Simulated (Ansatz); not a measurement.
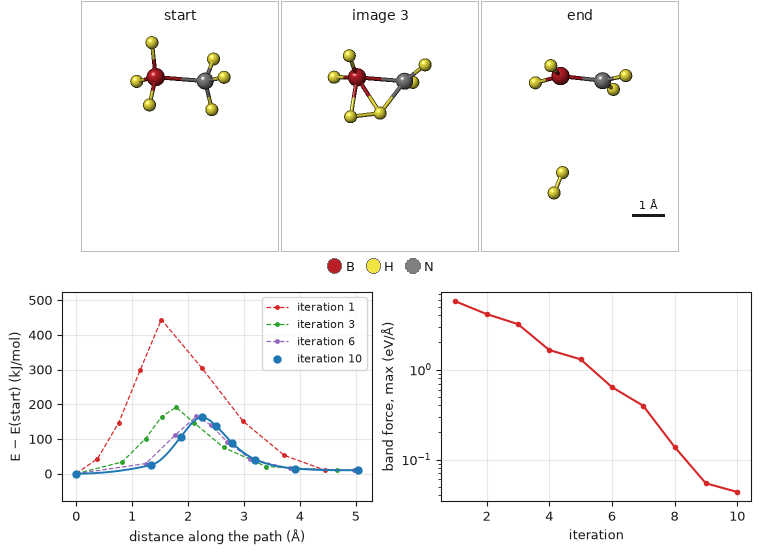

A nudged-elastic-band calculation for BNH$_{6}$. Images are numbered from 0 (start) to 8 (end). The plot follows the band through its iterations. A ball-and-stick model, seen at a tilt.

Theory: RKS PBE/def2-mTZVP in Ansatz 0.2.0. Settings: 7 movable images; climbing image; force threshold 0.05 eV/Å; iteration limit 60; starting path through a guess of the saddle point.

How did the profile develop, and is the result final?

The run is converged, with reservations. The band converged in 10 iterations. The largest component of the band force went from 5.7 to 0.044 eV/Å. The climbing image converged on the top of the path. Its curvatures weren't checked. The first iteration put the highest image at 444.3 kJ/mol. Forward barrier 162.3 kJ/mol, backward barrier 152.3 kJ/mol, with image 3 at the top; the reaction energy is +10.0 kJ/mol.

The run took 89 s on 1 thread of Arm Neoverse V1 (shared host), peak memory 0.1 GiB.
